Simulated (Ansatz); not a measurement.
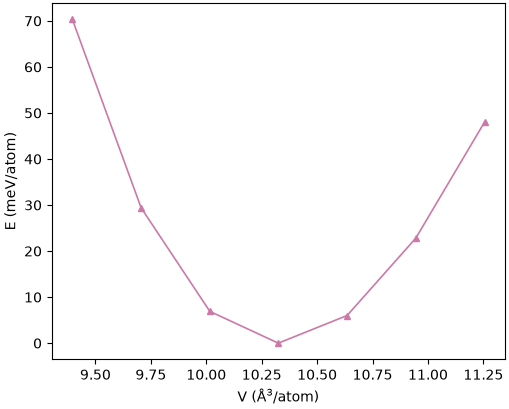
Fig. 1. TiO$_{2}$ (rutile, P4_2/mnm) under volume change, DFT-PBEsol in the program Ansatz with PAW potentials, shape and atoms relaxed at each volume.

What does a third-order Birch–Murnaghan fit give for V₀, B₀ and B′?

V₀ = 10.33 Å³/atom, B₀ = 220 GPa, B′ = 5.3.

The PBEsol relaxation kept the symmetry of its start. The run is not spin-polarised.

Potentials: the later of the program's two PAW sets.
